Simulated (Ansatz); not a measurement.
**Nudged elastic band, with input and output: HfH4ClO3F**

- system: HfH4ClO3F
- method: RKS PBE/def2-SVP (Ansatz 0.2.0)

One setting was made poor on purpose. It belongs to a series of runs on one base structure; here: band between the two ends. Figures and captions count atoms from 1; the log counts them from 0 in places.

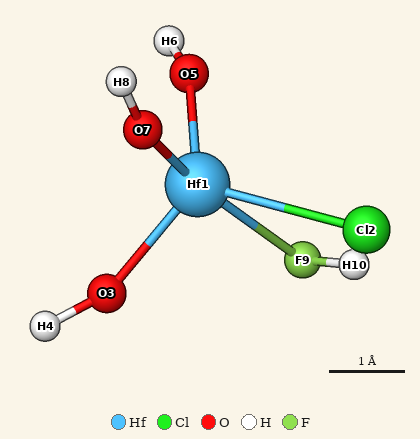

Fig. 1: The starting structure (ball-and-stick view, seen at a tilt; atoms are numbered from 1 in the order of the input). Sticks mark near contacts. Bond lengths as drawn: Cl–Hf 2.51 Å, F–H 0.99 Å, F–Hf 2.40 Å, Hf–O 1.93 to 1.94 Å and H–O 0.97 Å.

The input
```yaml
crystal:
  periodic: [false, false, false]
  atoms:
    - { symbol: Hf, position_ang: [0.02187, -0.011583, 0.206429] }
    - { symbol: Cl, position_ang: [0.079919, -0.043821, 2.716232] }
    - { symbol: O, position_ang: [1.708681, -0.240491, -0.72747] }
    - { symbol: H, position_ang: [2.225288, -0.832849, -1.292469] }
    - { symbol: O, position_ang: [-1.18516, 1.230478, -0.659165] }
    - { symbol: H, position_ang: [-1.424155, 1.921146, -1.291262] }
    - { symbol: O, position_ang: [-0.849993, -1.711895, -0.038164] }
    - { symbol: H, position_ang: [-1.542289, -2.363886, -0.205273] }
    - { symbol: F, position_ang: [1.057712, 1.956698, 1.110379] }
    - { symbol: H, position_ang: [0.884626, 1.567203, 1.998661] }
basis:
  gaussian: { orbitals: def2-SVP }
hamiltonian:
  xc: pbe
neb:
  order_check: false
  images: 5
  f_tol: 0.03
  max_iterations: 60
  spring: 50.0
  final_atoms:
    - { symbol: Hf, position_ang: [-0.13552918, 0.39686976, -0.2130594] }
    - { symbol: Cl, position_ang: [1.43749756, -0.47646235, 3.15755159] }
    - { symbol: O, position_ang: [1.60865644, -0.12398246, -0.84857207] }
    - { symbol: H, position_ang: [2.45543848, -0.51477661, -1.09467111] }
    - { symbol: O, position_ang: [-1.03159458, 1.44575988, -1.56685868] }
    - { symbol: H, position_ang: [-1.50968911, 1.73023293, -2.35511175] }
    - { symbol: O, position_ang: [-1.22515463, -1.13003725, 0.23829997] }
    - { symbol: H, position_ang: [-1.56249384, -1.99194616, 0.51133683] }
    - { symbol: F, position_ang: [0.06594538, 1.55102207, 1.37603841] }
    - { symbol: H, position_ang: [0.87342248, 0.58432019, 2.61294421] }
  initial_path:
    images:
      - { positions_ang: [[0.02187, -0.011583, 0.206429], [0.079919, -0.043821, 2.716232], [1.708681, -0.240491, -0.72747], [2.225288, -0.832849, -1.292469], [-1.18516, 1.230478, -0.659165], [-1.424155, 1.921146, -1.291262], [-0.849993, -1.711895, -0.038164], [-1.542289, -2.363886, -0.205273], [1.057712, 1.956698, 1.110379], [0.884626, 1.567203, 1.998661]] }
      - { positions_ang: [[0.01420875, -0.0078682, 0.13793913], [0.0555912, -0.02491695, 2.76779371], [1.78876361, -0.16422521, -0.71623592], [2.23721927, -0.87710689, -1.13061746], [-1.11380266, 1.38346866, -0.67060304], [-1.59291956, 1.7679884, -1.16488592], [-0.89498928, -1.70415827, -0.25135937], [-1.50796774, -2.29222827, -0.10415763], [1.10647611, 1.90487611, 0.97629332], [0.8839193, 1.48517063, 1.97373117]] }
      - { positions_ang: [[0.00654751, -0.0041534, 0.06944925], [0.03126341, -0.0060129, 2.81935543], [1.86884622, -0.08795942, -0.70500184], [2.24915054, -0.92136478, -0.96876591], [-1.04244532, 1.53645933, -0.68204108], [-1.76168412, 1.6148308, -1.03850983], [-0.93998556, -1.69642155, -0.46455475], [-1.47364648, -2.22057055, -0.00304226], [1.15524021, 1.85305421, 0.84220765], [0.8832126, 1.40313825, 1.94880134]] }
      - { positions_ang: [[-0.00111374, -0.0004386, 0.00095938], [0.00693561, 0.01289115, 2.87091714], [1.94892883, -0.01169363, -0.69376776], [2.26108181, -0.96562267, -0.80691437], [-0.97108797, 1.68944999, -0.69347911], [-1.93044868, 1.46167319, -0.91213375], [-0.98498184, -1.68868482, -0.67775012], [-1.43932522, -2.14891282, 0.09807311], [1.20400432, 1.80123232, 0.70812197], [0.8825059, 1.32110588, 1.92387151]] }
      - { positions_ang: [[-0.04591889, 0.13199752, -0.07038021], [0.48378959, -0.15022668, 2.96646195], [1.8355047, -0.04912324, -0.7453692], [2.32586736, -0.81534065, -0.90283328], [-0.99125684, 1.60821996, -0.98460564], [-1.79019549, 1.55119311, -1.39312641], [-1.06503944, -1.50246896, -0.37240009], [-1.48038143, -2.0965906, 0.23582768], [0.82465134, 1.7178289, 0.93076078], [0.87947809, 1.07551065, 2.15356241]] }
      - { positions_ang: [[-0.09072404, 0.26443364, -0.14171981], [0.96064358, -0.31334452, 3.06200677], [1.72208057, -0.08655285, -0.79697063], [2.39065292, -0.66505863, -0.9987522], [-1.01142571, 1.52698992, -1.27573216], [-1.6499423, 1.64071302, -1.87411908], [-1.14509703, -1.3162531, -0.06705006], [-1.52143763, -2.04426838, 0.37358226], [0.44529836, 1.63442549, 1.1533996], [0.87645029, 0.82991542, 2.38325331]] }
      - { positions_ang: [[-0.13552918, 0.39686976, -0.2130594], [1.43749756, -0.47646235, 3.15755159], [1.60865644, -0.12398246, -0.84857207], [2.45543848, -0.51477661, -1.09467111], [-1.03159458, 1.44575988, -1.56685868], [-1.50968911, 1.73023293, -2.35511175], [-1.22515463, -1.13003725, 0.23829997], [-1.56249384, -1.99194616, 0.51133683], [0.06594538, 1.55102207, 1.37603841], [0.87342248, 0.58432019, 2.61294421]] }
```

Launch command:
```bash
ansatz run input.yaml --threads 4 --pin off --max-ram 5120MiB --backend cpu --events-out ev --progress --plain --runs-dir out
```

Log
```
Engine: ansatz 0.2.0, aarch64-unknown-linux-gnu
Functional definition: PBE
  parameter kappa = 0.804
  parameter beta = 0.06672455060314922
  exchange = pbe_x(kappa = kappa, mu = beta*pi^2/3)
  correlation = pbe_c(beta = beta)
1318 factors; their error is unknown
mean field evaluation 1: about -22717.3497 eV, gradient 1.0e2 eV
mean field evaluation 2: about -22470.9079 eV, gradient 3.2e2 eV
mean field evaluation 4: about -22735.3769 eV, gradient 2.1e1 eV
mean field evaluation 8: about -22736.1746 eV, gradient 2.4e-1 eV
mean field evaluation 16: about -22736.0922 eV, gradient 1.7e-3 eV
mean field -22736.09217194 eV, -835.5359762421 hartree, gradient 5.0e-5 eV, S^2 0.000000; 0 other end points of the search recorded, 0 dependent functions left out
the calculation of the forces begins
reference -22736.09225538 eV, -835.5359793084 hartree; 33, 33 occupied and 93, 93 virtual orbitals, 1318 factors
1318 factors; their error is unknown
mean field evaluation 32: about -22736.0821 eV, gradient 9.2e-2 eV
mean field -22736.08209981 eV, -835.5356060982 hartree, gradient 4.4e-5 eV, S^2 0.000000; 0 other end points of the search recorded, 0 dependent functions left out
[... from here on the field's lines of each further geometry are left out, up to the last ...]
NEB iter   1: max|band force component| = 1.364e1 eV/Å  barrier→ = 2.5407 eV  barrier← = 2.5306 eV  Δτ_max = 0.2000 Å  (214 SCF iters)
NEB iter   2: max|band force component| = 9.895e0 eV/Å  barrier→ = 2.2495 eV  barrier← = 2.2394 eV  Δτ_max = 0.1987 Å  (179 SCF iters)
NEB iter   3: max|band force component| = 1.007e1 eV/Å  barrier→ = 2.0462 eV  barrier← = 2.0361 eV  Δτ_max = 0.1518 Å  (177 SCF iters)
NEB iter   4: max|band force component| = 1.092e1 eV/Å  barrier→ = 1.9358 eV  barrier← = 1.9258 eV  Δτ_max = 0.1982 Å  (166 SCF iters)
NEB iter   5: max|band force component| = 1.107e1 eV/Å  barrier→ = 1.4421 eV  barrier← = 1.4321 eV  Δτ_max = 0.1675 Å  (167 SCF iters)
NEB iter   6: max|band force component| = 1.170e1 eV/Å  barrier→ = 1.7709 eV  barrier← = 1.7608 eV  Δτ_max = 0.1934 Å  (168 SCF iters)
NEB iter   7: max|band force component| = 1.326e1 eV/Å  barrier→ = 1.7202 eV  barrier← = 1.7101 eV  Δτ_max = 0.1925 Å  (161 SCF iters)
NEB iter   8: max|band force component| = 1.489e1 eV/Å  barrier→ = 1.6629 eV  barrier← = 1.6528 eV  Δτ_max = 0.1984 Å  (162 SCF iters)
NEB iter   9: max|band force component| = 1.279e1 eV/Å  barrier→ = 1.5565 eV  barrier← = 1.5465 eV  Δτ_max = 0.1963 Å  (169 SCF iters)
NEB iter  10: max|band force component| = 1.566e1 eV/Å  barrier→ = 1.5735 eV  barrier← = 1.5635 eV  Δτ_max = 0.1411 Å  (167 SCF iters)
NEB iter  11: max|band force component| = 1.828e1 eV/Å  barrier→ = 1.7749 eV  barrier← = 1.7649 eV  Δτ_max = 0.1973 Å  (171 SCF iters)
NEB iter  12: max|band force component| = 1.537e1 eV/Å  barrier→ = 2.4325 eV  barrier← = 2.4224 eV  Δτ_max = 0.2000 Å  (172 SCF iters)
NEB iter  13: max|band force component| = 1.362e1 eV/Å  barrier→ = 2.4912 eV  barrier← = 2.4811 eV  Δτ_max = 0.1962 Å  (164 SCF iters)
NEB iter  14: max|band force component| = 4.673e0 eV/Å  barrier→ = 1.4340 eV  barrier← = 1.4239 eV  Δτ_max = 0.1972 Å  (181 SCF iters)
NEB iter  15: max|band force component| = 5.057e0 eV/Å  barrier→ = 1.0411 eV  barrier← = 1.0310 eV  Δτ_max = 0.2000 Å  (180 SCF iters)
NEB iter  16: max|band force component| = 1.957e0 eV/Å  barrier→ = 0.3384 eV  barrier← = 0.3283 eV  Δτ_max = 0.1960 Å  (168 SCF iters)
NEB iter  17: max|band force component| = 9.785e-1 eV/Å  barrier→ = 0.2378 eV  barrier← = 0.2278 eV  Δτ_max = 0.2000 Å  (181 SCF iters)
NEB iter  18: max|band force component| = 6.142e-1 eV/Å  barrier→ = 0.2189 eV  barrier← = 0.2089 eV  Δτ_max = 0.1986 Å  (166 SCF iters)
NEB iter  19: max|band force component| = 4.492e-1 eV/Å  barrier→ = 0.2149 eV  barrier← = 0.2048 eV  CI = image 4  Δτ_max = 0.2000 Å  (179 SCF iters)
NEB iter  20: max|band force component| = 9.453e-1 eV/Å  barrier→ = 0.2107 eV  barrier← = 0.2006 eV  CI = image 4  Δτ_max = 0.0993 Å  (167 SCF iters)
NEB iter  21: max|band force component| = 3.216e-1 eV/Å  barrier→ = 0.1963 eV  barrier← = 0.1862 eV  CI = image 4  Δτ_max = 0.2000 Å  (162 SCF iters)
NEB iter  22: max|band force component| = 8.533e0 eV/Å  barrier→ = 0.2022 eV  barrier← = 0.1921 eV  CI = image 2  Δτ_max = 0.0996 Å  (166 SCF iters)
NEB iter  23: max|band force component| = 1.780e0 eV/Å  barrier→ = 0.2982 eV  barrier← = 0.2882 eV  CI = image 4  Δτ_max = 0.1943 Å  (155 SCF iters)
NEB iter  24: max|band force component| = 2.377e-1 eV/Å  barrier→ = 0.1753 eV  barrier← = 0.1653 eV  CI = image 4  Δτ_max = 0.1289 Å  (171 SCF iters)
NEB iter  25: max|band force component| = 2.350e-1 eV/Å  barrier→ = 0.1653 eV  barrier← = 0.1552 eV  CI = image 4  Δτ_max = 0.1954 Å  (154 SCF iters)
NEB iter  26: max|band force component| = 1.283e1 eV/Å  barrier→ = 0.1600 eV  barrier← = 0.1499 eV  CI = image 2  Δτ_max = 0.1000 Å  (165 SCF iters)
NEB iter  27: max|band force component| = 2.367e0 eV/Å  barrier→ = 0.2721 eV  barrier← = 0.2620 eV  CI = image 4  Δτ_max = 0.2000 Å  (164 SCF iters)
NEB iter  28: max|band force component| = 9.198e0 eV/Å  barrier→ = 0.1632 eV  barrier← = 0.1531 eV  CI = image 2  Δτ_max = 0.1544 Å  (165 SCF iters)
NEB iter  29: max|band force component| = 2.606e0 eV/Å  barrier→ = 0.2874 eV  barrier← = 0.2773 eV  CI = image 4  Δτ_max = 0.2000 Å  (168 SCF iters)
NEB iter  30: max|band force component| = 5.707e0 eV/Å  barrier→ = 0.1677 eV  barrier← = 0.1576 eV  CI = image 2  Δτ_max = 0.2000 Å  (166 SCF iters)
NEB iter  31: max|band force component| = 5.443e-1 eV/Å  barrier→ = 0.1672 eV  barrier← = 0.1571 eV  CI = image 2  Δτ_max = 0.2000 Å  (167 SCF iters)
NEB iter  32: max|band force component| = 8.968e-1 eV/Å  barrier→ = 0.1665 eV  barrier← = 0.1564 eV  CI = image 2  Δτ_max = 0.0990 Å  (164 SCF iters)
NEB iter  33: max|band force component| = 2.039e-1 eV/Å  barrier→ = 0.1666 eV  barrier← = 0.1566 eV  CI = image 2  Δτ_max = 0.1888 Å  (159 SCF iters)
NEB iter  34: max|band force component| = 4.516e-1 eV/Å  barrier→ = 0.1662 eV  barrier← = 0.1561 eV  CI = image 2  Δτ_max = 0.1006 Å  (157 SCF iters)
NEB iter  35: max|band force component| = 9.984e-2 eV/Å  barrier→ = 0.1653 eV  barrier← = 0.1552 eV  CI = image 2  Δτ_max = 0.2000 Å  (155 SCF iters)
NEB iter  36: max|band force component| = 2.750e-1 eV/Å  barrier→ = 0.1651 eV  barrier← = 0.1551 eV  CI = image 2  Δτ_max = 0.0975 Å  (157 SCF iters)
NEB iter  37: max|band force component| = 1.588e-1 eV/Å  barrier→ = 0.1649 eV  barrier← = 0.1549 eV  CI = image 2  Δτ_max = 0.1000 Å  (157 SCF iters)
NEB iter  38: max|band force component| = 3.151e-1 eV/Å  barrier→ = 0.1648 eV  barrier← = 0.1548 eV  CI = image 2  Δτ_max = 0.0499 Å  (160 SCF iters)
NEB iter  39: max|band force component| = 1.199e-1 eV/Å  barrier→ = 0.1648 eV  barrier← = 0.1547 eV  CI = image 2  Δτ_max = 0.1003 Å  (153 SCF iters)
NEB iter  40: max|band force component| = 3.159e-1 eV/Å  barrier→ = 0.1647 eV  barrier← = 0.1547 eV  CI = image 2  Δτ_max = 0.0498 Å  (161 SCF iters)
NEB iter  41: max|band force component| = 6.077e-2 eV/Å  barrier→ = 0.1647 eV  barrier← = 0.1546 eV  CI = image 2  Δτ_max = 0.0401 Å  (153 SCF iters)
NEB iter  42: max|band force component| = 9.029e-2 eV/Å  barrier→ = 0.1647 eV  barrier← = 0.1546 eV  CI = image 2  Δτ_max = 0.0203 Å  (155 SCF iters)
the calculation of the forces begins
reference -22736.07470642 eV, -835.5353343961 hartree; 33, 33 occupied and 93, 93 virtual orbitals, 1318 factors
1318 factors; their error is unknown
mean field evaluation 1824: about -22735.9276 eV, gradient 6.7e-5 eV
mean field -22735.92755112 eV, -835.5299265383 hartree, gradient 9.9e-6 eV, S^2 0.000000; 1 other end points of the search recorded, 0 dependent functions left out
the calculation of the forces begins
reference -22735.92763352 eV, -835.5299295665 hartree; 33, 33 occupied and 93, 93 virtual orbitals, 1318 factors
NEB iter  43: max|band force component| = 2.248e-2 eV/Å  barrier→ = 0.1646 eV  barrier← = 0.1545 eV  CI = image 2  Δτ_max = 0.0000 Å  (307 SCF iters)
```

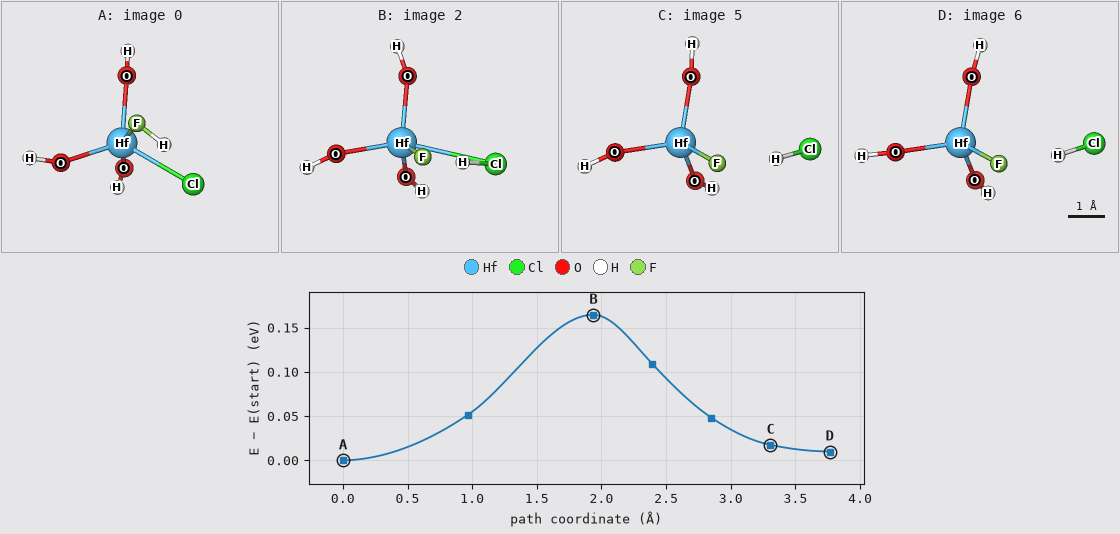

Fig. 2: Images of the last band (counted from 0; ball-and-stick, seen at a tilt) above the energy along the path; the line is a cubic interpolation that uses the forces. The highest image is number 2, 0.165 eV above the start and 0.155 eV above the end (the climbing image); the end lies 0.010 eV above the start. The path is 3.76 Å long. The band converged in 43 iterations.

```
Total energy: -22735.92763352 eV, -835.5299295665 hartree
Atom 0 at     0.095901     0.244286     0.083460 Å, force     0.000175     0.000511    -0.002139 eV/Å
Atom 1 at     0.696688    -0.399808     2.711263 Å, force     0.001412    -0.000725     0.000132 eV/Å
Atom 2 at     1.740328    -0.320916    -0.750588 Å, force    -0.000759    -0.000644    -0.000649 eV/Å
Atom 3 at     2.277123    -0.621476    -1.495774 Å, force     0.000238     0.000210     0.000789 eV/Å
Atom 4 at    -0.792610     1.415049    -1.181701 Å, force    -0.002568    -0.004032     0.000516 eV/Å
Atom 5 at    -1.537060     1.517154    -1.791355 Å, force     0.002632     0.002534     0.000097 eV/Å
Atom 6 at    -1.155780    -1.229744     0.115170 Å, force     0.001218     0.000403     0.001962 eV/Å
Atom 7 at    -1.538669    -2.050047     0.452102 Å, force    -0.000985     0.000396    -0.001324 eV/Å
Atom 8 at     0.498998     1.872146     1.396914 Å, force    -0.001175    -0.000006     0.000976 eV/Å
Atom 9 at     0.691580     1.044355     2.278408 Å, force    -0.000187     0.001353    -0.000360 eV/Å
Dipole moment:    -0.222183    -0.270418    -0.450470 e Å
this run last wrote the band of iteration 43 to [file]
```

The last band as extended XYZ (Å, eV, eV/Å)
```
10
Properties=species:S:1:pos:R:3:forces:R:3 image=0 energy=-22736.09217
Hf    0.0219   -0.0116    0.2064    0.0034   0.0019  -0.0264
Cl    0.0799   -0.0438    2.7162   -0.0073  -0.0134   0.0169
O     1.7087   -0.2405   -0.7275   -0.0004  -0.0052   0.0021
H     2.2253   -0.8328   -1.2925   -0.0075   0.0025   0.0044
O    -1.1852    1.2305   -0.6592    0.0006   0.0010   0.0059
H    -1.4242    1.9211   -1.2913    0.0033  -0.0024   0.0033
O    -0.8500   -1.7119   -0.0382   -0.0060  -0.0080  -0.0011
H    -1.5423   -2.3639   -0.2053    0.0082   0.0054   0.0005
F     1.0577    1.9567    1.1104   -0.0018   0.0019   0.0006
H     0.8846    1.5672    1.9987    0.0075   0.0163  -0.0062
10
Properties=species:S:1:pos:R:3:forces:R:3 image=1 energy=-22736.04047
Hf    0.0770    0.1052    0.1595   -0.0006  -0.0359   0.0017
Cl    0.2353   -0.2577    2.6954   -0.0442   0.0275  -0.0104
O     1.7408   -0.3294   -0.7193   -0.0030  -0.0009   0.0009
H     2.2695   -0.6519   -1.4612    0.0001  -0.0055   0.0064
O    -0.9152    1.4113   -0.8826   -0.0151   0.0182   0.0438
H    -1.5822    1.5712   -1.5646   -0.0068  -0.0038   0.0238
O    -1.0423   -1.4490   -0.0395    0.0170  -0.0233  -0.0154
H    -1.5430   -2.2392    0.1980   -0.0048  -0.0210  -0.0331
F     0.9077    1.9347    1.2954    0.0475  -0.0076  -0.0076
H     0.8290    1.3758    2.1369    0.0099   0.0522  -0.0100
10
Properties=species:S:1:pos:R:3:forces:R:3 image=2 energy=-22735.92755
Hf    0.0959    0.2443    0.0835    0.0002   0.0005  -0.0021
Cl    0.6967   -0.3998    2.7113    0.0014  -0.0007   0.0001
O     1.7403   -0.3209   -0.7506   -0.0008  -0.0006  -0.0006
H     2.2771   -0.6215   -1.4958    0.0002   0.0002   0.0008
O    -0.7926    1.4150   -1.1817   -0.0026  -0.0040   0.0005
H    -1.5371    1.5172   -1.7914    0.0026   0.0025   0.0001
O    -1.1558   -1.2297    0.1152    0.0012   0.0004   0.0020
H    -1.5387   -2.0500    0.4521   -0.0010   0.0004  -0.0013
F     0.4990    1.8721    1.3969   -0.0012   0.0000   0.0010
H     0.6916    1.0444    2.2784   -0.0002   0.0014  -0.0004
10
Properties=species:S:1:pos:R:3:forces:R:3 image=3 energy=-22735.98318
Hf    0.0674    0.3337    0.0064   -0.0088   0.0285  -0.0337
Cl    0.8108   -0.4793    2.8204    0.0555  -0.0255   0.0396
O     1.7460   -0.2760   -0.7342   -0.0085   0.0106  -0.0011
H     2.3512   -0.5548   -1.4334    0.0146   0.0088   0.0116
O    -0.7764    1.4400   -1.3410    0.0016   0.0016  -0.0542
H    -1.5470    1.4893   -1.9240   -0.0129  -0.0117  -0.0455
O    -1.1912   -1.1313    0.1677   -0.0153   0.0380   0.0344
H    -1.5275   -1.9993    0.4256   -0.0011   0.0248   0.0101
F     0.3530    1.8147    1.3686   -0.0398  -0.0151  -0.0145
H     0.6902    0.8339    2.4618    0.0146  -0.0600   0.0533
10
Properties=species:S:1:pos:R:3:forces:R:3 image=4 energy=-22736.04391
Hf    0.0120    0.3862   -0.0977   -0.0207   0.0156  -0.0312
Cl    1.0540   -0.5156    2.9530    0.0419  -0.0149   0.0244
O     1.6868   -0.2781   -0.7956   -0.0187   0.0121   0.0002
H     2.3739   -0.5699   -1.4066    0.0317  -0.0013   0.0085
O    -0.8343    1.4329   -1.4924   -0.0024  -0.0009  -0.0269
H    -1.6188    1.4893   -2.0558   -0.0086   0.0037  -0.0363
O    -1.2457   -1.0334    0.2862   -0.0205   0.0032   0.0167
H    -1.5375   -1.9149    0.5542    0.0075   0.0289   0.0119
F     0.2909    1.7500    1.3313   -0.0198  -0.0188   0.0002
H     0.7951    0.7245    2.5414    0.0097  -0.0278   0.0325
10
Properties=species:S:1:pos:R:3:forces:R:3 image=5 energy=-22736.07463
Hf   -0.0642    0.4132   -0.2047   -0.0030  -0.0037  -0.0026
Cl    1.2120   -0.5287    3.1344    0.0146  -0.0085   0.0171
O     1.6510   -0.2116   -0.8264   -0.0084  -0.0008  -0.0097
H     2.4568   -0.5258   -1.2526    0.0078   0.0010   0.0119
O    -0.9164    1.4496   -1.6035   -0.0274  -0.0015  -0.0002
H    -1.6403    1.5944   -2.2276    0.0156   0.0075  -0.0116
O    -1.2508   -1.0406    0.2661    0.0119  -0.0065  -0.0034
H    -1.4591   -1.9280    0.5879   -0.0082   0.0113   0.0028
F     0.1790    1.6337    1.3320   -0.0041   0.0019   0.0021
H     0.8084    0.6148    2.6123    0.0011  -0.0008  -0.0064
10
Properties=species:S:1:pos:R:3:forces:R:3 image=6 energy=-22736.08210
Hf   -0.1355    0.3969   -0.2131   -0.0065   0.0002  -0.0117
Cl    1.4375   -0.4765    3.1576   -0.0004   0.0029  -0.0059
O     1.6087   -0.1240   -0.8486    0.0050  -0.0018  -0.0002
H     2.4554   -0.5148   -1.0947   -0.0050   0.0016   0.0028
O    -1.0316    1.4458   -1.5669   -0.0048   0.0013  -0.0004
H    -1.5097    1.7302   -2.3551    0.0061  -0.0025   0.0050
O    -1.2252   -1.1300    0.2383    0.0005  -0.0051   0.0051
H    -1.5625   -1.9919    0.5113    0.0022   0.0058  -0.0032
F     0.0659    1.5510    1.3760    0.0056  -0.0036   0.0025
H     0.8734    0.5843    2.6129   -0.0027   0.0013   0.0061
```

Summary

```json
{"quantity": "outcome", "value": "converged"}
{"quantity": "barrier, forward", "value": "0.165 eV"}
{"quantity": "barrier, backward", "value": "0.154 eV"}
{"quantity": "hardware", "value": "4 threads of Arm Neoverse V1, 24 GiB of memory available, shared host"}
{"quantity": "wall time", "value": "6.3 min (CPU time 23 min)"}
{"quantity": "peak memory", "value": "0.19 GiB"}
```

Remarks

A deliberately poor setting: spring. The order of the saddle point was not checked.
